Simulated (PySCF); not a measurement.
# C3H7OSi: the cost of one run

The runs use PySCF 2.14.0, with density-fitted response routines of our own; the level of theory stands in each step. All values are computed, except where a source is named. Atoms count from 0, in the outputs and in this text.

### 1 Starting geometry

12 atoms, charge -1, multiplicity 1; geometry from: GFN2-xTB.

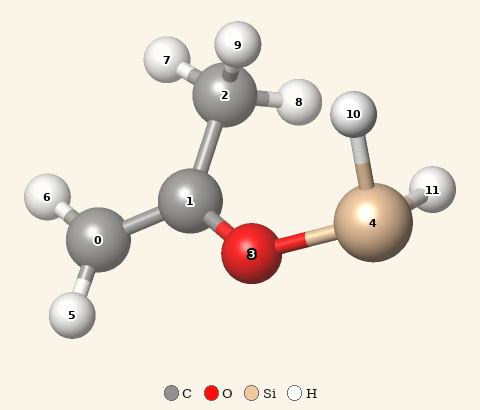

The starting geometry (carbon grey, oxygen red, silicon light orange, hydrogen white), atoms numbered.

### 2 Excited states and response: PBE0/def2-SVPD

Job settings and geometry (Å):

```
{"job": {"kind": "uv", "xc": "PBE0", "basis": "def2-SVPD", "nstates": 8, "ntriplets": 3}, "charge": -1, "multiplicity": 1}
C     -0.531767    -1.824008     0.517630
C     -0.051664    -0.593827     0.283744
C     -0.775575     0.330977    -0.664325
O      1.042659    -0.169762     0.864752
Si     1.877353     1.354333     0.747401
H     -0.031023    -2.500349     1.190913
H     -1.432563    -2.180491     0.043377
H     -1.666032    -0.142083    -1.077600
H     -0.103818     0.615681    -1.474161
H     -1.057511     1.241386    -0.135340
H      0.745452     2.340818     0.979139
H      1.985689     1.526640    -0.757429
```

Method: TDDFT PBE0/def2-SVPD, vertical, gas phase, core orbitals frozen in the response.

Started as:

```console
$ OMP_NUM_THREADS=1 python probes_run.py task.json out
```

This one command runs all jobs of the session in turn.

Q: Estimate the wall time and peak memory of this first job on 1 thread of Arm Neoverse V2, shared host.

About 18 s, with a peak of 0.69 GiB.
